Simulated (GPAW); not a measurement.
**Ta2NS2 MXene monolayer: work function by functional and basis**

How far do functional and basis move the work function of Ta2NS2 MXene monolayer?

Calculated with GPAW 26.7.0; GPAW, PAW setups; layer in a repeated cell with vacuum, relaxation of atoms and in-plane cell, in the first sound run; inputs show where later runs differ.

## 1. Set-up

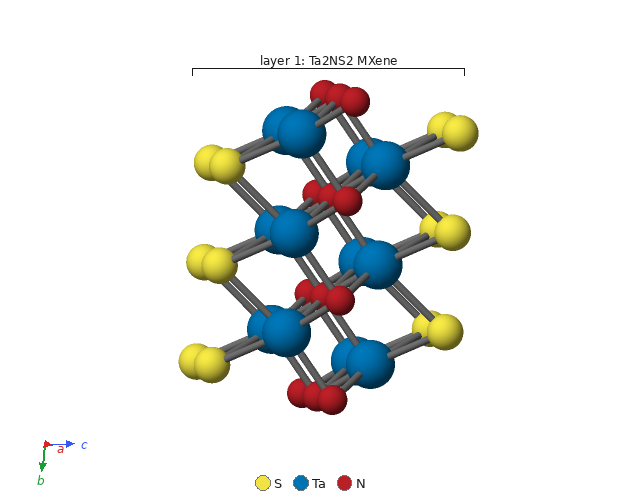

The starting structure, seen from the side, with the c axis across the page (sulfur yellow, tantalum blue, nitrogen red). 2×3×1 cells are drawn. Some periodic images of atoms are drawn too.

The cell holds 5 atoms: 2 S, 2 Ta and 1 N. Its edges and angles: a = 3.155 Å, b = 3.155 Å, c = 24.144 Å, α = 90.0°, β = 90.0°, γ = 120.0°. Vacuum lies along c.

## 2. Relaxing the atoms

The atoms are relaxed first, since the surface dipole, and with it the work function, follows the positions of the outer layers.

Contents of run.py:

```python
import json
import numpy as np
from ase import Atoms
from ase.filters import FrechetCellFilter
from ase.optimize import BFGS
from gpaw import GPAW, PW

slab = Atoms(
    ['S', 'Ta', 'N', 'Ta', 'S'],
    positions=[
        [-0.00000, 1.82130, 9.00000],
        [1.57729, 0.91065, 10.82737],
        [0.00000, 0.00000, 12.07208],
        [-0.00000, 1.82130, 13.31679],
        [1.57729, 0.91065, 15.14416]],
    cell=[[3.15458, 0.0, 0.0], [-1.57729, 2.73195, 0.0], [0.0, 0.0, 24.1442]],
    pbc=[True, True, True])

slab.calc = GPAW(mode=PW(600), xc='PBE', kpts={'size': (12, 12, 1), 'gamma': True},
                 occupations={'name': 'fermi-dirac', 'width': 0.05}, nbands='160%',
                 convergence={'density': 1e-05}, maxiter=200,
                 symmetry={'tolerance': 1e-3}, txt='slab.txt')
result = {}
# The in-plane cell is free; stress needs a cell that repeats along all three vectors
path = []
opt = BFGS(FrechetCellFilter(slab, mask=[1, 1, 0, 0, 0, 1]), maxstep=0.2)
opt.attach(lambda: path.append((slab.get_potential_energy(), slab.positions.tolist(), slab.get_forces().tolist())))
result['relaxed'] = bool(opt.run(fmax=0.02, steps=45))
result['path'] = path
result['cell'] = slab.cell.tolist()
print('in-plane lattice', slab.cell.cellpar().round(4)[[0, 1, 5]])
energy = slab.get_potential_energy()
fermi = slab.calc.get_fermi_level()
v = slab.calc.get_electrostatic_potential().mean((0, 1)) - fermi
n = slab.calc.get_pseudo_density().mean((0, 1))
L = slab.cell[2, 2]
z = np.arange(len(v)) * L / len(v)
low, high = slab.positions[:, 2].min(), slab.positions[:, 2].max()
below, above = np.interp([low - 6.8, high + 6.8], z, v)
slopes = [np.interp(x, z, np.gradient(v, z)) for x in (low - 6.8, high + 6.8)]
eps = np.array([[slab.calc.get_eigenvalues(k, s) for k in range(len(slab.calc.get_ibz_k_points()))]
                for s in range(slab.calc.get_number_of_spins())]) - fermi
top, bottom = eps[eps < 0].max(), eps[eps > 0].min()
dipole = slab.get_dipole_moment()[2]
print(f'energy {energy:.4f} eV, Fermi level {fermi:.4f} eV, dipole {dipole:.5f} e A')
print(f'potential 6.8 A off the faces, from the Fermi level: lower {below:.4f} eV, upper {above:.4f} eV')
print(f'slope of the potential there: lower {slopes[0]:.5f}, upper {slopes[1]:.5f} eV/A')
print(f'nearest levels on the mesh: {top:.4f} and {bottom:.4f} eV')
print('magnetic moment', round(slab.get_magnetic_moment(), 3))
result.update(energy=energy, fermi=fermi, dipole=dipole, below=below, above=above, slopes=slopes, edges=[top, bottom],
              z=z.tolist(), v=v.tolist(), n=n.tolist(), positions=slab.positions.tolist(),
              forces=slab.get_forces(apply_constraint=False).tolist(), moments=slab.get_magnetic_moments().tolist())
json.dump(result, open('result.json', 'w'))
```

On the command line:

```console
$ OMP_NUM_THREADS=1 OPENBLAS_NUM_THREADS=1 python run.py
```

The program printed:

```text
Step          Energy          fmax
BFGS:    0      -40.538191        2.241786
BFGS:    1      -40.717963        1.735930
BFGS:    2      -40.874997        1.379991
BFGS:    3      -40.918386        0.842099
BFGS:    4      -40.994778        0.746671
BFGS:    5      -41.163794        1.154906
BFGS:    6      -41.257278        1.119682
BFGS:    7      -41.346767        0.392829
BFGS:    8      -41.358494        0.282600
BFGS:    9      -41.365186        0.203613
BFGS:   10      -41.376770        0.095755
BFGS:   11      -41.378529        0.022153
BFGS:   12      -41.378688        0.001294
in-plane lattice [  3.2959   3.2959 120.    ]
energy -41.3740 eV, Fermi level 0.1523 eV, dipole -0.00068 e A
potential 6.8 A off the faces, from the Fermi level: lower 5.0650 eV, upper 5.0676 eV
slope of the potential there: lower -0.00051, upper -0.00052 eV/A
nearest levels on the mesh: -0.0317 and 0.1488 eV
magnetic moment 0.0
```

Wall time 22 min (1 thread of Arm Neoverse V1, shared host); peak memory 0.51 GiB.

Numbers from this step:

```yaml
dipole_along_the_normal: -6.78e-4 e·Å
levels_nearest_the_fermi_level_on_the_mesh: -0.03169, 0.1488 eV from the Fermi level
```

The electrostatic potential energy of an electron (without an applied field's), less the Fermi level, planar mean oscillates, so the rows of the table below give means over windows of 1.72 Å about each position, cut where the curve ends. Its maxima inside the range that stand out by 2 % of the span (Å: eV): 10.0: -6.30, 11.7: -10.5, 12.4: -10.5, 14.1: -6.29. Its minima: 9.3: -17.6, 11.0: -22.4, 12.1: -14.5, 13.2: -22.4, 14.8: -17.6.

The electrostatic potential energy of an electron (without an applied field's), less the Fermi level, planar mean by z; means over each step:

| z (Å) | electrostatic potential energy of an electron (without an applied field's), less the Fermi level, planar mean (eV) |
| --- | --- |
| 0.86 | 5.07 |
| 2.58 | 5.06 |
| 4.30 | 5.06 |
| 6.02 | 5.06 |
| 7.74 | 4.21 |
| 9.46 | -9.50 |
| 11.18 | -15.8 |
| 12.90 | -15.9 |
| 14.62 | -9.89 |
| 16.34 | 4.02 |
| 18.06 | 5.06 |
| 19.78 | 5.07 |
| 21.50 | 5.07 |
| 23.22 | 5.07 |

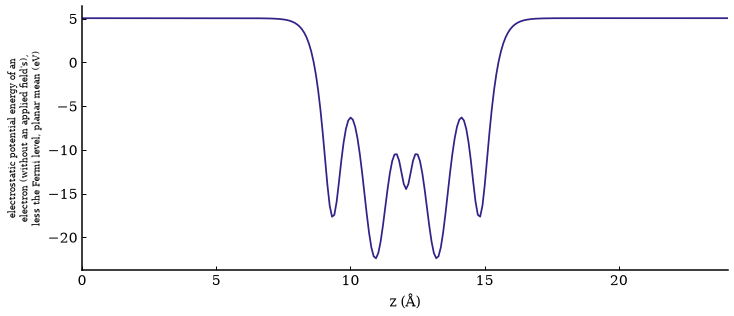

Electrostatic potential energy of an electron (without an applied field's), less the Fermi level, planar mean against z.

The pseudo valence density, planar mean by z:

| z (Å) | pseudo valence density, planar mean (e/Å³) |
| --- | --- |
| 6 | 6.8e-5 |
| 8 | 0.0405 |
| 10 | 0.454 |
| 12 | 0.723 |
| 14 | 0.460 |
| 16 | 0.0633 |
| 18 | 1.1e-4 |

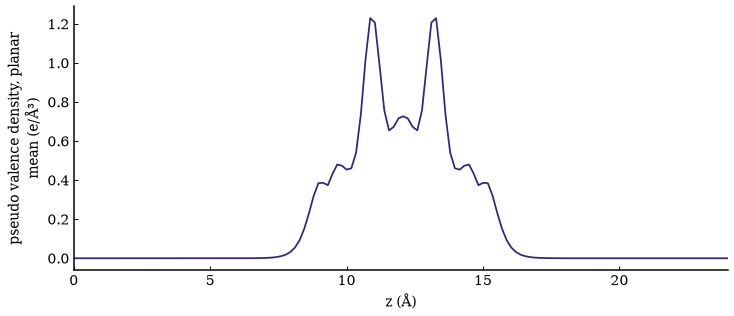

Pseudo valence density, planar mean against z.

The relaxation lowered the energy of the cell by 0.846 eV (energies extrapolated to zero smearing; the optimiser's log prints free energies). The largest force left on a free atom is 0.0013 eV/Å.

## 3. The slab's potential

The work function is the vacuum plateau of the electrostatic potential less the Fermi level; a dipole layer lets the two faces have plateaus of their own.

This step: GPAW, PAW setups; slab in vacuum (GPAW 26.7.0).

The cell differs from the one that the last finished run ended in (c 24.144 → 23.480 Å).

run.py, as its differences from that of step 2:

```diff
@@ -3,4 +3,2 @@
 from ase import Atoms
-from ase.filters import FrechetCellFilter
-from ase.optimize import BFGS
 from gpaw import GPAW, PW
@@ -10,23 +8,16 @@
     positions=[
-        [-0.00000, 1.82130, 9.00000],
-        [1.57729, 0.91065, 10.82737],
-        [0.00000, 0.00000, 12.07208],
-        [-0.00000, 1.82130, 13.31679],
-        [1.57729, 0.91065, 15.14416]],
-    cell=[[3.15458, 0.0, 0.0], [-1.57729, 2.73195, 0.0], [0.0, 0.0, 24.1442]],
-    pbc=[True, True, True])
+        [-0.00000, 1.90289, 9.00000],
+        [1.64795, 0.95144, 10.59492],
+        [-0.00000, -0.00000, 11.74018],
+        [-0.00000, 1.90289, 12.88544],
+        [1.64795, 0.95144, 14.48036]],
+    cell=[[3.29589, -0.0, 0.0], [-1.64795, 2.85433, 0.0], [0.0, 0.0, 23.4804]],
+    pbc=[True, True, False])
 
-slab.calc = GPAW(mode=PW(600), xc='PBE', kpts={'size': (12, 12, 1), 'gamma': True},
+slab.calc = GPAW(mode=PW(500), xc='PBE', kpts={'size': (12, 12, 1), 'gamma': True},
                  occupations={'name': 'fermi-dirac', 'width': 0.05}, nbands='160%',
                  convergence={'density': 1e-05}, maxiter=200,
+                 poissonsolver={'dipolelayer': 'xy'},
                  symmetry={'tolerance': 1e-3}, txt='slab.txt')
 result = {}
-# The in-plane cell is free; stress needs a cell that repeats along all three vectors
-path = []
-opt = BFGS(FrechetCellFilter(slab, mask=[1, 1, 0, 0, 0, 1]), maxstep=0.2)
-opt.attach(lambda: path.append((slab.get_potential_energy(), slab.positions.tolist(), slab.get_forces().tolist())))
-result['relaxed'] = bool(opt.run(fmax=0.02, steps=45))
-result['path'] = path
-result['cell'] = slab.cell.tolist()
-print('in-plane lattice', slab.cell.cellpar().round(4)[[0, 1, 5]])
 energy = slab.get_potential_energy()
```

The program printed:

```text
energy -40.9358 eV, Fermi level 0.3008 eV, dipole -0.00069 e A
potential 6.8 A off the faces, from the Fermi level: lower 5.0612 eV, upper 5.0736 eV
slope of the potential there: lower -0.00019, upper 0.00019 eV/A
nearest levels on the mesh: -0.0318 and 0.1484 eV
magnetic moment 0.0
```

It took 1.9 min on 1 thread; peak memory 0.28 GiB.

Numbers from this step:

```yaml
dipole_along_the_normal: -6.91e-4 e·Å
levels_nearest_the_fermi_level_on_the_mesh: -0.03182, 0.1484 eV from the Fermi level
upper_work_function: 5.074 eV
lower_work_function: 5.061 eV
```

The electrostatic potential energy of an electron (without an applied field's), less the Fermi level, planar mean oscillates, so the rows of the table below give means over windows of 1.69 Å about each position, cut where the curve ends. Its maxima inside the range that stand out by 2 % of the span (Å: eV): 9.7: -6.30, 11.4: -10.4, 12.1: -10.4, 13.8: -6.29. Its minima: 9.0: -17.7, 10.6: -22.4, 11.7: -14.5, 12.9: -22.4, 14.5: -17.7.

The electrostatic potential energy of an electron (without an applied field's), less the Fermi level, planar mean by z; means over each step:

| z (Å) | electrostatic potential energy of an electron (without an applied field's), less the Fermi level, planar mean (eV) |
| --- | --- |
| 0.84 | 5.06 |
| 2.54 | 5.06 |
| 4.23 | 5.06 |
| 5.92 | 5.05 |
| 7.61 | 3.54 |
| 9.30 | -10.6 |
| 10.99 | -16.1 |
| 12.68 | -15.8 |
| 14.37 | -9.50 |
| 16.05 | 4.20 |
| 17.75 | 5.07 |
| 19.44 | 5.07 |
| 21.12 | 5.07 |
| 22.82 | 5.07 |

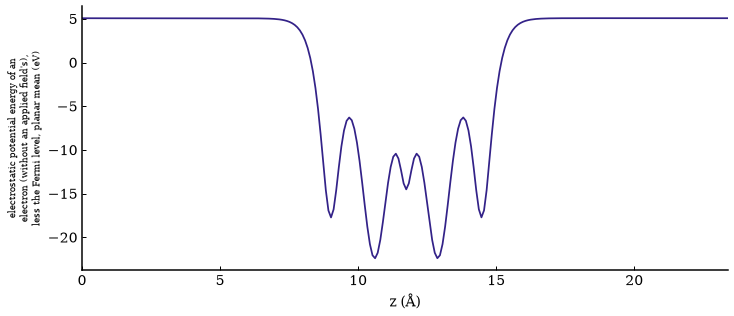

Electrostatic potential energy of an electron (without an applied field's), less the Fermi level, planar mean against z.

Table of pseudo valence density, planar mean by z:

| z (Å) | pseudo valence density, planar mean (e/Å³) |
| --- | --- |
| 4 | 0 |
| 6 | 1.9e-4 |
| 8 | 0.112 |
| 10 | 0.542 |
| 12 | 0.696 |
| 14 | 0.473 |
| 16 | 0.0219 |
| 18 | 3.8e-5 |

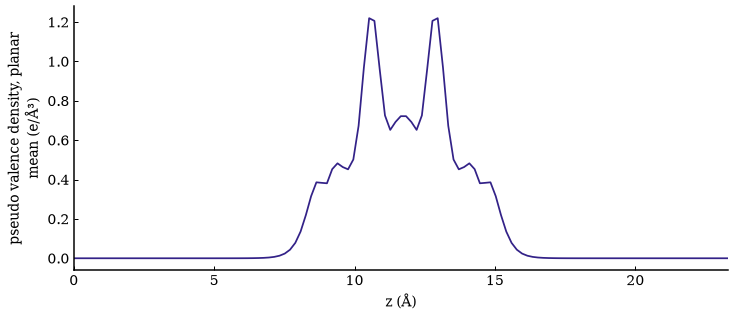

Pseudo valence density, planar mean against z.

The potential is flat to 1.9e-4 eV/Å where it is read, so the vacuum is wide enough.

## 4. Self-consistent run: xc = "vdW-DF2"

The same geometry under vdW-DF2, to see how far the functional moves the levels against the vacuum (the van der Waals functionals take revPBE setups).

run.py, as its differences from that of step 3:

```diff
@@ -16,3 +16,3 @@
 
-slab.calc = GPAW(mode=PW(500), xc='PBE', kpts={'size': (12, 12, 1), 'gamma': True},
+slab.calc = GPAW(mode=PW(500), xc='vdW-DF2', kpts={'size': (12, 12, 1), 'gamma': True},
                  occupations={'name': 'fermi-dirac', 'width': 0.05}, nbands='160%',
```

The program printed:

```text
energy -397.5278 eV, Fermi level 0.0717 eV, dipole -0.00069 e A
potential 6.8 A off the faces, from the Fermi level: lower 5.4467 eV, upper 5.4591 eV
slope of the potential there: lower -0.00020, upper 0.00020 eV/A
nearest levels on the mesh: -0.0339 and 0.1488 eV
magnetic moment 0.0
```

It took 2.2 min on 1 thread; peak memory 0.49 GiB.

This step gave:

```
dipole along the normal                    : -6.92e-4 e·Å
levels nearest the Fermi level on the mesh : -0.03389, 0.1488 eV from the Fermi level
upper work function                        : 5.459 eV
lower work function                        : 5.447 eV
```

The electrostatic potential energy of an electron (without an applied field's), less the Fermi level, planar mean oscillates, so the rows of the table below give means over windows of 1.69 Å about each position, cut where the curve ends. Its maxima inside the range that stand out by 2 % of the span (Å: eV): 9.7: -6.42, 11.4: -10.6, 12.1: -10.6, 13.8: -6.41. Its minima: 9.0: -17.7, 10.6: -22.7, 11.7: -14.6, 12.9: -22.7, 14.5: -17.7.

Table of electrostatic potential energy of an electron (without an applied field's), less the Fermi level, planar mean by z; means over each step:

| z (Å) | electrostatic potential energy of an electron (without an applied field's), less the Fermi level, planar mean (eV) |
| --- | --- |
| 0.84 | 5.45 |
| 2.54 | 5.45 |
| 4.23 | 5.45 |
| 5.92 | 5.44 |
| 7.61 | 3.83 |
| 9.30 | -10.6 |
| 10.99 | -16.3 |
| 12.68 | -16.0 |
| 14.37 | -9.48 |
| 16.05 | 4.52 |
| 17.75 | 5.45 |
| 19.44 | 5.46 |
| 21.12 | 5.46 |
| 22.82 | 5.46 |

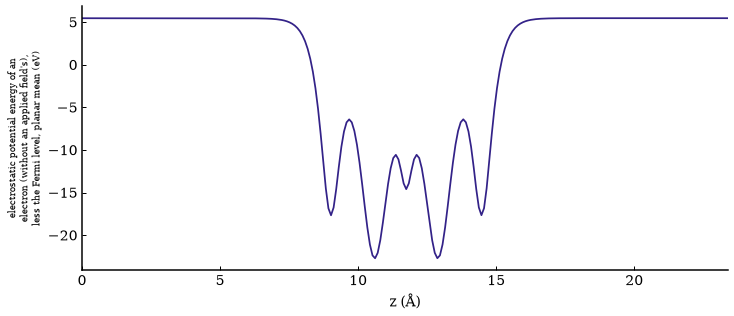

Electrostatic potential energy of an electron (without an applied field's), less the Fermi level, planar mean, plotted against z.

The pseudo valence density, planar mean oscillates, so the rows of the table below give means over windows of 1 Å about each position, cut where the curve ends. Its maxima inside the range that stand out by 2 % of the span (Å: e/Å³): 9.4: 0.485, 10.5: 1.22, 11.6: 0.726, 13.0: 1.22, 14.1: 0.485. Its minima: 9.8: 0.451, 11.3: 0.653, 12.2: 0.653, 13.7: 0.451.

Pseudo valence density, planar mean against z; means over each step:

| z (Å) | pseudo valence density, planar mean (e/Å³) |
| --- | --- |
| 5 | 1.8e-5 |
| 6 | 3.7e-4 |
| 7 | 0.00768 |
| 8 | 0.138 |
| 9 | 0.411 |
| 10 | 0.661 |
| 11 | 0.895 |
| 12 | 0.716 |
| 13 | 0.956 |
| 14 | 0.459 |
| 15 | 0.290 |
| 16 | 0.0345 |
| 17 | 0.00158 |
| 18 | 7.3e-5 |

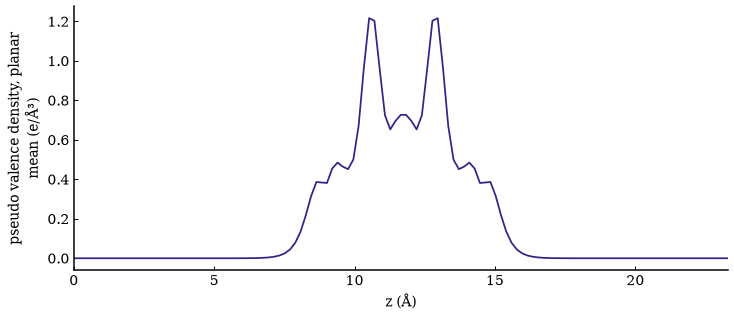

Pseudo valence density, planar mean against z.

Force by atom:

| atom | x (eV/Å) | y (eV/Å) | z (eV/Å) | size |
| --- | --- | --- | --- | --- |
| S1 | 0.000 | 0.000 | -0.670 | 0.670 |
| Ta2 | 0.000 | 0.000 | -0.420 | 0.420 |
| N3 | 0.000 | 0.000 | 0.000 | 0.000 |
| Ta4 | 0.000 | 0.000 | 0.420 | 0.420 |
| S5 | 0.000 | 0.000 | 0.670 | 0.670 |

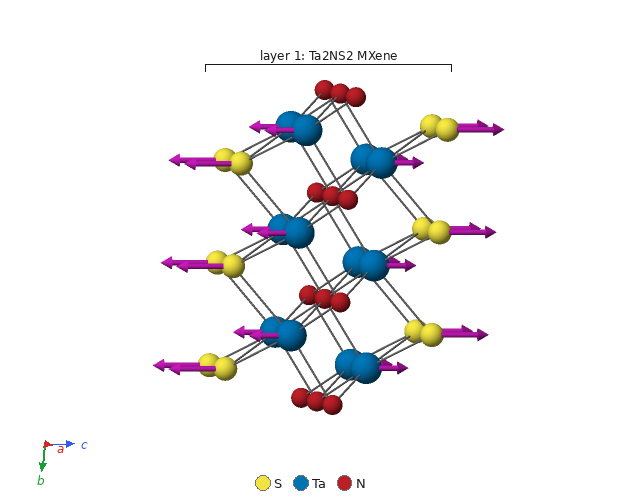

Force as arrows, the longest 0.670 eV/Å. 2×3×1 cells are drawn. Some periodic images of atoms are drawn too.

The upper face's work function is 5.459 eV, against 5.074 eV in the first plane-wave PBE run at this geometry.

## 5. Self-consistent run: xc = "revPBE"

The same geometry under revPBE, to see how far the functional moves the levels against the vacuum.

run.py, as its differences from that of step 4:

```diff
@@ -16,3 +16,3 @@
 
-slab.calc = GPAW(mode=PW(500), xc='vdW-DF2', kpts={'size': (12, 12, 1), 'gamma': True},
+slab.calc = GPAW(mode=PW(500), xc='revPBE', kpts={'size': (12, 12, 1), 'gamma': True},
                  occupations={'name': 'fermi-dirac', 'width': 0.05}, nbands='160%',
```

The program printed:

```text
energy -39.1265 eV, Fermi level 0.3932 eV, dipole -0.00069 e A
potential 6.8 A off the faces, from the Fermi level: lower 4.9604 eV, upper 4.9728 eV
slope of the potential there: lower -0.00019, upper 0.00019 eV/A
nearest levels on the mesh: -0.0314 and 0.1489 eV
magnetic moment 0.0
```

Elapsed: 1.9 min, on 1 thread; peak memory 0.28 GiB.

This step gave:

- dipole along the normal: -6.91e-4 e·Å
- levels nearest the Fermi level on the mesh: -0.03139, 0.1489 eV from the Fermi level
- upper work function: 4.973 eV
- lower work function: 4.960 eV

The electrostatic potential energy of an electron (without an applied field's), less the Fermi level, planar mean oscillates, so the rows of the table below give means over windows of 1.69 Å about each position, cut where the curve ends. Its maxima inside the range that stand out by 2 % of the span (Å: eV): 9.7: -6.37, 11.4: -10.5, 12.1: -10.5, 13.8: -6.36. Its minima: 9.0: -17.8, 10.6: -22.5, 11.7: -14.6, 12.9: -22.5, 14.5: -17.8.

Table of electrostatic potential energy of an electron (without an applied field's), less the Fermi level, planar mean by z; means over each step:

| z (Å) | electrostatic potential energy of an electron (without an applied field's), less the Fermi level, planar mean (eV) |
| --- | --- |
| 0.84 | 4.96 |
| 2.54 | 4.96 |
| 4.23 | 4.96 |
| 5.92 | 4.95 |
| 7.61 | 3.45 |
| 9.30 | -10.7 |
| 10.99 | -16.1 |
| 12.68 | -15.8 |
| 14.37 | -9.57 |
| 16.05 | 4.11 |
| 17.75 | 4.97 |
| 19.44 | 4.97 |
| 21.12 | 4.97 |
| 22.82 | 4.97 |

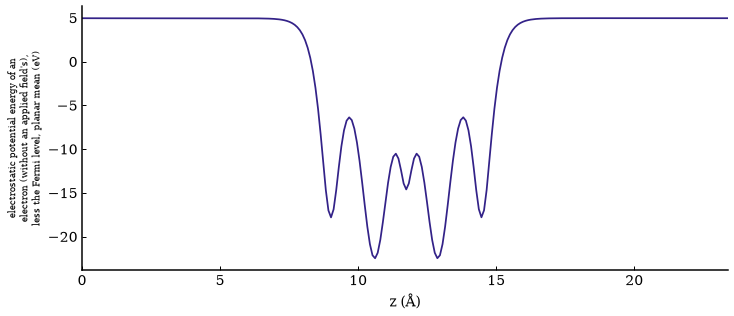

Electrostatic potential energy of an electron (without an applied field's), less the Fermi level, planar mean, plotted against z.

The upper face's work function is 4.973 eV, against 5.074 eV in the first plane-wave PBE run at this geometry.

## 6. Self-consistent run: xc = "RPBE"

The same geometry under RPBE, to see how far the functional moves the levels against the vacuum.

run.py, as its differences from that of step 5:

```diff
@@ -16,3 +16,3 @@
 
-slab.calc = GPAW(mode=PW(500), xc='revPBE', kpts={'size': (12, 12, 1), 'gamma': True},
+slab.calc = GPAW(mode=PW(500), xc='RPBE', kpts={'size': (12, 12, 1), 'gamma': True},
                  occupations={'name': 'fermi-dirac', 'width': 0.05}, nbands='160%',
```

The program printed:

```text
energy -38.7876 eV, Fermi level 0.4021 eV, dipole -0.00069 e A
potential 6.8 A off the faces, from the Fermi level: lower 4.9614 eV, upper 4.9738 eV
slope of the potential there: lower -0.00019, upper 0.00019 eV/A
nearest levels on the mesh: -0.0313 and 0.1494 eV
magnetic moment 0.0
```

The job ended after 1.9 min (1 thread; peak memory 0.28 GiB).

This step gave:

- levels nearest the Fermi level on the mesh: -0.03129, 0.1494 eV from the Fermi level
- upper work function: 4.974 eV
- lower work function: 4.961 eV

The upper face's work function is 4.974 eV, against 5.074 eV in the first plane-wave PBE run at this geometry.

(Part 1 of 2 ends here.)

[Logs are printed without paths, hosts, clocks, repeated set-up lines and the standing remarks that a program may print on its own settings, such as how far it seeks lower states.]

[Hosts, paths, dates, database ids (printed as entryN), source tags and the programs' standing remarks are cut or masked in the printed files.]
